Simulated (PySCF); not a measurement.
**CH$_{7}$BN$_{2}$: one change and its effect**

System: CH$_{7}$BN$_{2}$, SMILES CB(N)N.
Method of run A: GIAO PBE0/pcSseg-2 NMR shielding, non-relativistic, gas phase (PySCF 2.14.0).

The geometry comes from this level: PBE0-D3(BJ)/def2-SVP. Text and figures count atoms from 1; the logs count them from 0 in places.

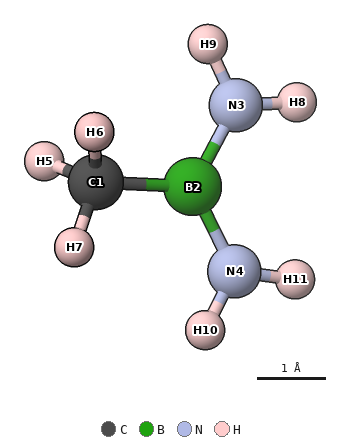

The input geometry (ball-and-stick view, seen at a tilt; atoms are numbered from 1 in the order of the input). Bond lengths as drawn: B–C 1.59 Å, B–N 1.42 Å, C–H 1.10 Å and H–N 1.01 Å.

## Input, run A
```
{"job": {"kind": "nmr", "xc": "PBE0", "basis": "pcSseg-2", "pop": false}, "charge": 0, "multiplicity": 1}
C     -1.094112    -0.834129    -0.083525
B      0.168020     0.127628     0.000710
N      1.419571    -0.400042     0.411127
N      0.032264     1.502349    -0.317717
H     -1.416860    -1.137586     0.926759
H     -0.859753    -1.761229    -0.631962
H     -1.960416    -0.367775    -0.577658
H      2.265185     0.145016     0.500821
H      1.544297    -1.375134     0.637712
H     -0.845513     1.901557    -0.613699
H      0.785016     2.174275    -0.269107
```

The first line tells a small driver script what to run in PySCF; the rest is the geometry in Å.

Command:
```bash
OMP_NUM_THREADS=1 python <driver script> task.json out
```

Hardware: 1 CPU thread, shared host.

## Output (run A)
```
coarse grid: 8640 points
cycle   1  E = -176.5472911054  dE =  2.394e-01  |g| = 5.853e-01  |ddm| = 2.037e+00
cycle   2  E = -176.5059689093  dE =  4.132e-02  |g| = 7.331e-01  |ddm| = 8.139e-01
cycle   3  E = -176.6292236762  dE = -1.233e-01  |g| = 3.730e-02  |ddm| = 4.636e-01
cycle   4  E = -176.6293895400  dE = -1.659e-04  |g| = 2.573e-02  |ddm| = 3.296e-02
cycle   5  E = -176.6295426502  dE = -1.531e-04  |g| = 1.746e-03  |ddm| = 1.426e-02
cycle   6  E = -176.6295433484  dE = -6.982e-07  |g| = 3.866e-04  |ddm| = 1.370e-03
final grid: 82008 points
cycle   7  E = -176.6327417658  dE = -7.110e-05  |g| = 8.789e-03  |ddm| = 3.037e-02
cycle   8  E = -176.6327326364  dE =  9.129e-06  |g| = 1.111e-02  |ddm| = 1.002e-02
cycle   9  E = -176.6327585106  dE = -2.587e-05  |g| = 5.134e-04  |ddm| = 5.566e-03
cycle  10  E = -176.6327585589  dE = -4.833e-08  |g| = 2.506e-04  |ddm| = 4.032e-04
cycle  11  E = -176.6327585735  dE = -1.456e-08  |g| = 1.750e-05  |ddm| = 1.367e-04
cycle  12  E = -176.6327585735  dE = -5.855e-11  |g| = 5.904e-06  |ddm| = 1.340e-05
converged SCF energy = -176.6327585735

GIAO shielding tensors (ppm)
atom      isotropic    diamagn.    paramagn.     s11        s22        s33       span
  0 C      184.117     243.692     -59.575    175.508    182.543    194.300     18.792
  1 B       69.457     192.924    -123.467     48.860     50.246    109.266     60.406
  2 N      200.159     317.992    -117.833    146.804    206.219    247.455    100.652
  3 N      196.897     318.345    -121.447    145.519    200.063    245.109     99.590
  4 H       30.966      29.566       1.400     27.337     28.580     36.982      9.646
  5 H       31.124      29.889       1.235     27.110     29.283     36.977      9.867
  6 H       31.446      30.327       1.119     27.327     29.911     37.099      9.772
  7 H       29.321      31.825      -2.504     23.676     26.338     37.950     14.274
  8 H       29.243      31.892      -2.649     23.435     27.294     36.999     13.564
  9 H       29.127      32.024      -2.897     23.331     27.130     36.920     13.588
 10 H       29.332      31.787      -2.456     23.621     26.370     38.004     14.383
```

For run B the input was changed thus:
```diff
-"xc": "PBE0"
+"xc": "B97-2"
```

How does run B compare with run A?

The total energies belong to different methods, so their difference says nothing on which is more stable or more accurate. The HOMO goes from −6.80 to −6.53 eV. Of all shieldings, the largest change is that of B2, by +1.7 ppm. The functional changes from PBE0 to B97-2. The number of SCF iterations is the same.

## Output (run B)
```
coarse grid: 8640 points
cycle   1  E = -176.6954998117  dE =  2.266e-01  |g| = 6.070e-01  |ddm| = 2.039e+00
cycle   2  E = -176.6422776403  dE =  5.322e-02  |g| = 7.816e-01  |ddm| = 8.529e-01
cycle   3  E = -176.7833032366  dE = -1.410e-01  |g| = 3.921e-02  |ddm| = 5.012e-01
cycle   4  E = -176.7834965539  dE = -1.933e-04  |g| = 2.672e-02  |ddm| = 3.525e-02
cycle   5  E = -176.7836643848  dE = -1.678e-04  |g| = 1.917e-03  |ddm| = 1.489e-02
cycle   6  E = -176.7836652709  dE = -8.861e-07  |g| = 4.133e-04  |ddm| = 1.709e-03
final grid: 82008 points
cycle   7  E = -176.7844743037  dE = -8.530e-05  |g| = 3.070e-03  |ddm| = 3.615e-02
cycle   8  E = -176.7844737401  dE =  5.636e-07  |g| = 3.499e-03  |ddm| = 4.281e-03
cycle   9  E = -176.7844766358  dE = -2.896e-06  |g| = 2.515e-04  |ddm| = 2.219e-03
cycle  10  E = -176.7844766407  dE = -4.944e-09  |g| = 2.039e-04  |ddm| = 2.406e-04
cycle  11  E = -176.7844766498  dE = -9.139e-09  |g| = 2.248e-05  |ddm| = 1.177e-04
cycle  12  E = -176.7844766499  dE = -1.007e-10  |g| = 8.871e-06  |ddm| = 1.866e-05
converged SCF energy = -176.7844766499

GIAO shielding tensors (ppm)
atom      isotropic    diamagn.    paramagn.     s11        s22        s33       span
  0 C      183.216     243.967     -60.751    174.777    181.912    192.959     18.182
  1 B       71.185     193.591    -122.406     51.530     53.076    108.949     57.419
  2 N      201.212     318.027    -116.815    150.881    205.537    247.218     96.337
  3 N      198.073     318.386    -120.313    149.663    199.579    244.977     95.314
  4 H       31.076      29.646       1.430     27.510     28.743     36.977      9.467
  5 H       31.235      29.949       1.286     27.287     29.438     36.979      9.692
  6 H       31.559      30.377       1.181     27.505     30.061     37.110      9.605
  7 H       29.486      31.921      -2.435     23.835     26.551     38.072     14.238
  8 H       29.415      32.007      -2.592     23.601     27.493     37.150     13.549
  9 H       29.296      32.121      -2.825     23.492     27.327     37.070     13.578
 10 H       29.494      31.884      -2.390     23.777     26.580     38.126     14.348
```

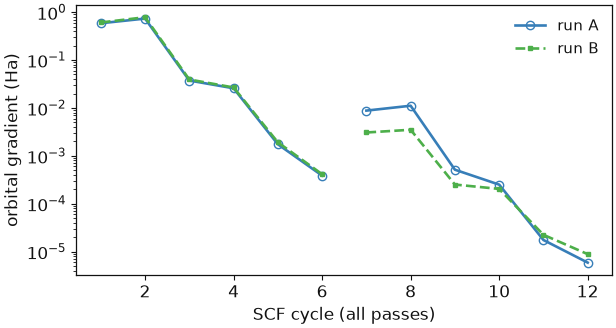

Convergence of the two runs: orbital gradient against the SCF cycle. A break in a curve parts two SCF passes (coarse and final grid). Run A takes 12 cycles in all, and run B takes 12.

## The two runs side by side

```tsv
quantity	run A	run B
outcome	converged	converged
total energy (hartree)	−176.632759	−176.784477
HOMO (eV)	−6.80	−6.53
LUMO (eV)	0.49	0.52
dipole moment (D)	1.09	1.09
shielding of C1 (ppm)	184.1	183.2
shielding of B2 (ppm)	69.5	71.2
shielding of N3 (ppm)	200.2	201.2
shielding of N4 (ppm)	196.9	198.1
shielding of H8 (ppm)	29.3	29.5
shielding of H9 (ppm)	29.2	29.4
shielding of H10 (ppm)	29.1	29.3
SCF iterations	12	12
basis functions	242	242
wall time (shared host)	28 s	28 s
```
